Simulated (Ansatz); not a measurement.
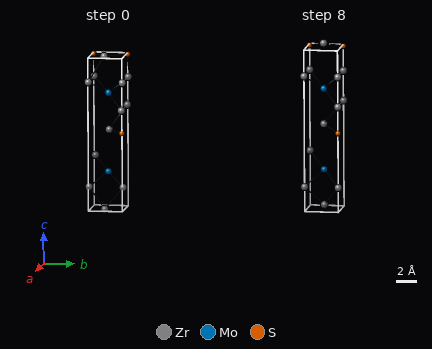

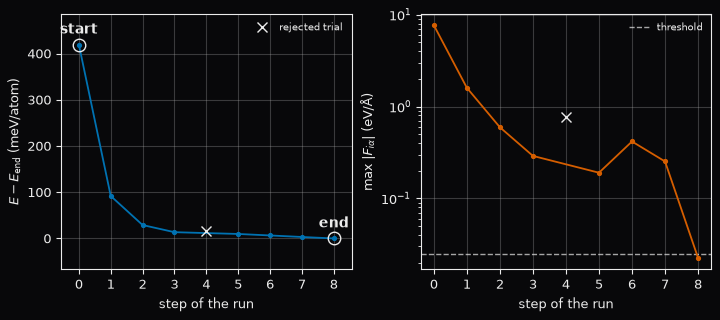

First and last geometry of a relaxation of crystalline Zr3MoS (a generated structure, set up in P1) (coarse preliminary run), with the history of the run. A ball-and-stick model of the cell of the calculation, seen slightly off an axis.

These are results of DFT PBE, scalar-relativistic, plane waves, PAW (Ansatz 0.2.0), not measurements.

Input
```yaml
crystal:
  lattice:
    - [3.4391966061, -0.0342435061, 0.0457525884]
    - [-0.0342435061, 3.4983825096, 0.0105759326]
    - [0.2110993177, 0.0487966306, 15.9357494632]
  atoms:
    - { symbol: Zr, position: [0.0134197831, 0.0399916089, 0.3272291749] }
    - { symbol: Zr, position: [-0.0093411695, 0.0085304842, 0.8419653675] }
    - { symbol: Zr, position: [-0.0980856056, 0.0065624855, 0.1545324352] }
    - { symbol: Zr, position: [0.0022266515, -0.0163589755, 0.6609750571] }
    - { symbol: Zr, position: [0.5996243831, 0.4104023715, -0.0016370553] }
    - { symbol: Zr, position: [0.4614717222, 0.5302656312, 0.5150443953] }
    - { symbol: Mo, position: [0.5288107615, 0.5096416125, 0.242928613] }
    - { symbol: Mo, position: [0.5249094922, 0.5236694029, 0.7578878828] }
    - { symbol: S, position: [0.0187404611, 0.0035655876, -0.0094649547] }
    - { symbol: S, position: [-0.0417764797, -0.0162702087, 0.5105390843] }
basis:
  ecutwfc: 420
kpoints:
  mp_grid: { grid: [6, 6, 2] }
hamiltonian:
  xc: pbe
scf:
  occupations: { method: gaussian, width: 0.2 }
  lower_state_search: "off"
output:
  forces: true
  stress: true
  eigenvalues: true
relax:
  adjacent_minimum: "off"
  f_tol: 0.025
  max_steps: 60
  cell: { stress_tol: 0.25 }
```

Launched with:
```bash
ansatz run input.yaml --threads 1 --pin off --max-ram 2560MiB --backend cpu --events-out ev --progress --plain --runs-dir out
```

What do the curves and the structures tell?

The run was cut off at its time limit before the program reported convergence, but its last step already meets the force threshold: the largest component is 0.023 eV/Å against 0.025 eV/Å. The pressure is within 0.02 GPa of its target. The atom that moves furthest relative to the cell is Zr5 (0.65 Å along [−3 3 1]). Largest moves by element: Zr 0.65 Å, S 0.38 Å, Mo 0.26 Å. The volume changes by +5.9 %, with a 3.440 → 3.478 Å (+1.1 %), b 3.499 → 3.478 Å (−0.6 %), c 15.937 → 16.772 Å (+5.2 %), α 89.7° → 90.0°, β 88.5° → 90.0°, γ 91.1° → 90.0°. Near-neighbour distances that change, for instance: Zr2–Zr5 3.152 → 3.995 Å, Zr3–Zr5 4.031 → 3.252 Å, Zr2–Zr5 (another image) 3.471 → 3.995 Å, Zr5–S9 2.048 → 2.534 Å. Bond angles that change, for instance: Zr3–Zr5–S9 128.1° → 153.0°, Zr3–Zr5–S9 130.3° → 152.9°, Zr6–S10–Zr6 173.9° → 152.2°. Within 0.06 Å the space group is P1 at the start and P4mm at the end; at a tighter tolerance small leftover displacements or strains of the cell lower it. Over 7 accepted moves (8 points after the start) the energy falls by 419 meV per atom. Largest force component: 7.7 eV/Å at the start, 0.023 eV/Å at the end. Pressure: 16.17 GPa at the start and −0.02 GPa at the end. The line search rejected the trial step at point 4 of the run.
